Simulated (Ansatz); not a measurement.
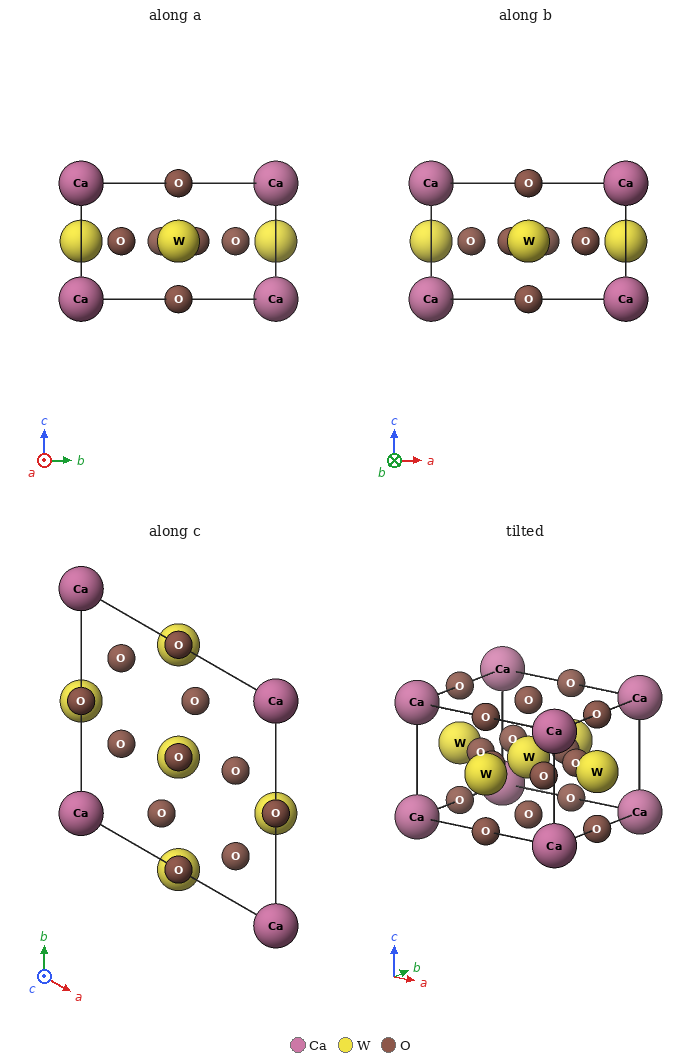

Drawn in the spheres-only manner and seen along the a axis, along the b axis, along the c axis and slightly off an axis. The lines enclose the conventional unit cell; boundary atoms appear with their images.

Lattice parameters: a = 7.422 Å, b = 7.422 Å, c = 3.828 Å, α = 90.00°, β = 90.00°, γ = 120.00°. Put a along x and b in the xy plane.

**Give the structure in the form of a POSCAR file, with free fractional coordinates to two decimals.**

```
Ca W O
1.0
     7.422    0.000    0.000
    -3.711    6.428    0.000
     0.000    0.000    3.828
Ca W O
1 3 9
Direct
  0.00 0.00 0.00
  0.50 0.00 0.50
  0.50 0.50 0.50
  0.00 0.50 0.50
  0.50 0.00 0.00
  0.59 0.79 0.50
  0.41 0.21 0.50
  0.21 0.79 0.50
  0.79 0.21 0.50
  0.50 0.50 0.00
  0.21 0.41 0.50
  0.79 0.59 0.50
  0.00 0.50 0.00
```

The initial geometry was a structure type filled with these elements by a generator (whether the compound takes this form wasn't checked). Earlier steps of the study may have refined or changed the cell and positions. It was set up as input for a calculation with Ansatz.
